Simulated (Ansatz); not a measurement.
AlBrF2H2

The calculation's input:

```
crystal:
  periodic: [false, false, false]
  atoms:
    - { symbol: Al, position_ang: [0.005191, 0.267248, -0.078749] }
    - { symbol: H, position_ang: [0.029788, 0.161291, 1.472924] }
    - { symbol: F, position_ang: [1.401337, 0.401292, -0.926753] }
    - { symbol: F, position_ang: [-1.418684, 0.255707, -0.892989] }
    - { symbol: Br, position_ang: [0.067601, -2.996446, 1.465117] }
    - { symbol: H, position_ang: [0.070466, -1.620792, 2.035149] }
basis:
  gaussian: { orbitals: def2-SVP }
hamiltonian:
  xc: hf
relax:
  f_tol: 0.03
  max_steps: 50
output:
  orbitals: {}
```

Run with:

```sh
ansatz run input.yaml --threads 1 --pin off --max-ram 2048MiB --backend cpu --events-out ev --progress --plain --runs-dir out
```

The fields are those of the run's last geometry, not of the input's.

All numbers below come from RHF/def2-SVP in Ansatz 0.2.0.

Q: What can the converged electron density and electron localisation function tell about the bonding?

A: Al–F (1.65 Å): the density is about 0.83 e/Å³ at the midpoint; the ELF peaks at about 0.85 in the valence shell of F, 0.6 Å from its nucleus, and is about 0.30 at the midpoint.
Al–Br (2.94 Å): the density is about 0.17 e/Å³ at the midpoint, with its minimum of 0.09 e/Å³ about 1.0 Å from Al; the ELF peaks at about 0.90 in the valence shell of Br, 1.1 Å from its nucleus, and is about 0.70 at the midpoint.

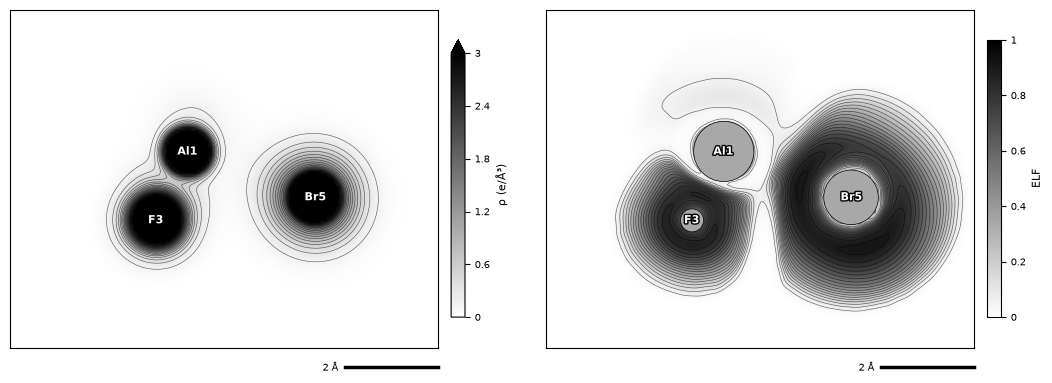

Computed electron density and electron localisation function on the plane of atoms F3, Al1 and Br5, in this order. Grey discs cover the atomic cores in the ELF map. 
